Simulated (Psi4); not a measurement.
# Two attempts at CH2N (SMILES [H]/[C]=N\[H])

Aim: a structure relaxation of CH2N at UHF-3c/MINIX (density fitting).

The results are computed with Psi4 1.11.

5 further runs of the same task are left out: 5 set aside as unsound or not needed.

### 1 The system as given

CH2N: 4 atoms, total charge 0, spin state doublet. As SMILES, `[H]/[C]=N\[H]`. The coordinates come from a GFN2-xTB relaxation. The run starts from this shape.

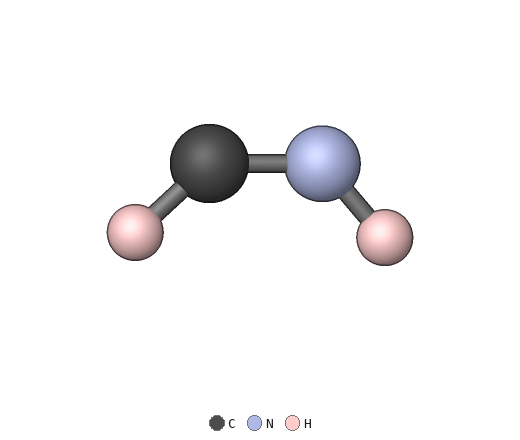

Viewed from a chosen angle; carbon dark grey, nitrogen light blue, hydrogen pink.

### 2 First attempt

File job.inp:

```
memory 1.6 GB

molecule mol {
  0 3
  C
  N 1 R2
  H 1 R3 2 A3
  H 2 R4 1 A4 3 D4

  R2 = 1.209619
  R3 = 1.080707
  A3 = 137.65616
  R4 = 1.022551
  A4 = 130.64021
  D4 = 0.56616
  no_reorient
  no_com
}

set globals {
  reference uks
  scf_type df
  geom_maxiter 60
  g_convergence molpro
}

result, w = optimize("hf-3c", return_wfn=True)
```

On the command line:

```bash
$ psi4 -i job.inp -o job.out -n 1
```

job.out:

```text
Psi4 1.11 release

qcelemental.exceptions.ValidationError: Inconsistent or unspecified chg/mult: sys chg: None, frag chg: [0.0], sys mult: None, frag mult: [3]

Printing out the relevant lines from the Psithon --> Python processed input file:
    from psi4.driver.wrapper_database import database, db, DB_RGT, DB_RXN
    from psi4.driver.wrapper_autofrag import auto_fragments
    psi4_io = core.IOManager.shared_object()
    core.set_memory_bytes(1600000000)

--> mol = geometry("""
      0 3
      C
      N 1 R2
      H 1 R3 2 A3
      H 2 R4 1 A4 3 D4

!----------------------------------------------------------------------------------!
!                                                                                  !
!  Inconsistent or unspecified chg/mult: sys chg: None, frag chg: [0.0], sys mult: !
!     None, frag mult: [3]                                                         !
!                                                                                  !
!----------------------------------------------------------------------------------!

    Psi4 run time: 0:00:00.00
```

Wall time 0.74 s (1 thread of Intel Xeon 6975P-C (Granite Rapids), shared host); peak memory 0.13 GiB.

### 3 Reading the log

The input was rejected.

The telling line is `qcelemental.exceptions.ValidationError: Inconsistent or unspecified chg/mult: sys chg: None, frag chg: [0.0], sys mult: None, frag mult: [3]`. Cause: the spin state typed doesn't suit the molecule. To mend it: multiplicity 2 in place of 3.

### 4 Second attempt

File ch2n.dat:

```
memory 1.6 GB

molecule molecule1 {
  0 2
  C
  N 1 R2
  H 1 R3 2 A3
  H 2 R4 1 A4 3 D4

  R2 = 1.209619
  R3 = 1.080707
  A3 = 137.65616
  R4 = 1.022551
  A4 = 130.64021
  D4 = 0.56616
  units angstrom
  no_reorient
  no_com
}

set reference uks
set scf_type df
set geom_maxiter 60
set g_convergence molpro

opt("hf-3c")
print_variables()
```

On the command line:

```bash
$ psi4 -i ch2n.dat -o ch2n.out -n 1
```

ch2n.out, shortened:

```text
[...]
  Running in c1 symmetry.
[...]
  Nuclear repulsion =   28.430500045825415
[...]
  Multiplicity = 2
[...]
  Nalpha       = 8
  Nbeta        = 7
[...]
    Number of basis functions: 12
[...]
   @DF-UKS iter   1:   -92.73702341611981   -1.15887e+00   1.06283e-02 ADIIS/DIIS
[...]
   @DF-UKS iter  10:   -92.75750640340047    2.84217e-14   2.74293e-09 DIIS
[...]
   @S^2 Observed:                1.047104473E+00
[...]
  @DF-UKS Final Energy:   -92.75750640340047
   => Energetics <=
    Nuclear Repulsion Energy =             27.4860084529749145
    One-Electron Energy =                -179.7270695094656503
    Two-Electron Energy =                  59.5111029002947589
    Total Energy =                        -92.7575064034004697
  UHF NO Occupations:
  HONO-2 :    6  A 1.9974165
  HONO-1 :    7  A 1.8445892
[...]
 Multipole Moments:
 ------------------------------------------------------------------------------------
     Multipole            Electronic (a.u.)      Nuclear  (a.u.)        Total (a.u.)
 ------------------------------------------------------------------------------------
 L = 1.  Multiply by 2.5417464519 to convert [e a0] to [Debye]
 Dipole X            :          0.0000028           -0.0000085           -0.0000057
 Dipole Y            :         -0.6490226            1.4669855            0.8179629
 Dipole Z            :          0.0558950           -0.3543645           -0.2984695
 Magnitude           :                                                    0.8707166
[...]
  -Total Gradient:
     Atom            X                  Y                   Z
    ------   -----------------  -----------------  -----------------
       1       -0.000000538043     0.000036469675     0.000006951806
       2        0.000000491430    -0.000039309124     0.000015801923
       3        0.000000279038    -0.000009263347     0.000003725913
       4       -0.000000232425     0.000012102795    -0.000026479643
[...]
    Final optimized geometry and variables:
    Molecular point group: c1
    Full point group: C1
    Geometry (in Angstrom), charge = 0, multiplicity = 2:
    C
    N             1          R2
    H             1          R3      2          A3
    H             2          R4      1          A4      3          D4
    A3        =  135.6671598840
    A4        =  117.2016124643
    D4        =    0.0006062181
    R2        =    1.2701728401
    R3        =    1.0926037738
    R4        =    1.0370920762
[...]
```

On the terminal:

```text
Optimizer: Optimization complete!
```

Wall time 4.2 s (1 thread of Intel Xeon 6975P-C (Granite Rapids), shared host); peak memory 0.21 GiB.

Steps, from the record of the run:

| step | energy from the first frame kept (eV) | largest force (eV/Å) |
| --- | --- | --- |
| 0 | 0.0000 | 2.2842 |
| 1 | -0.0727 | 1.4591 |
| 2 | -0.1157 | 0.5009 |
| 3 | -0.1195 | 0.1362 |
| 4 | -0.1199 | 0.0298 |
| 5 | -0.1199 | 0.0110 |
| 6 | -0.1199 | 0.0022 |

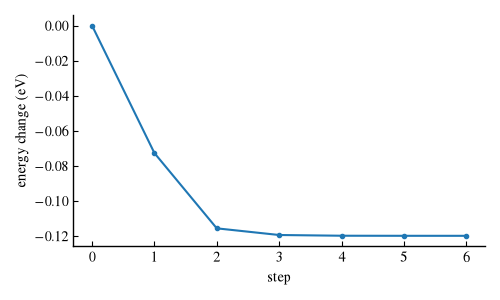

Energy along the run.

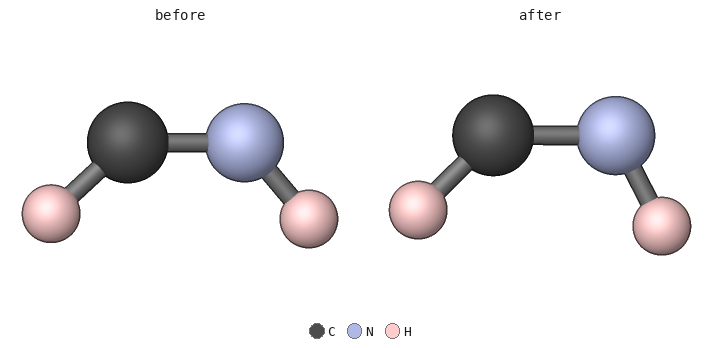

Before and after, at one scale.

After the run. Bond lengths: C1–N2 1.270 Å, C1–H3 1.093 Å, N2–H4 1.037 Å. Angles: C1–N2–H4 117.2°, N2–C1–H3 135.7°.

### 5 Summary of results

Level: UHF-3c/MINIX (density fitting).

| quantity | value |
| --- | --- |
| total energy at the end | -92.75751 Eh |
| dipole moment | 2.21 D |
| HOMO energy (highest over α and β) | -9.40 eV |
| LUMO energy (lowest over α and β) | 5.89 eV |
| ⟨S²⟩ | 1.047 |

**Reading.** ⟨S²⟩ is 1.05 where a pure doublet has 0.75: the reference is spin-contaminated. The optimisation took 7 steps and changed the energy by -0.120 eV.
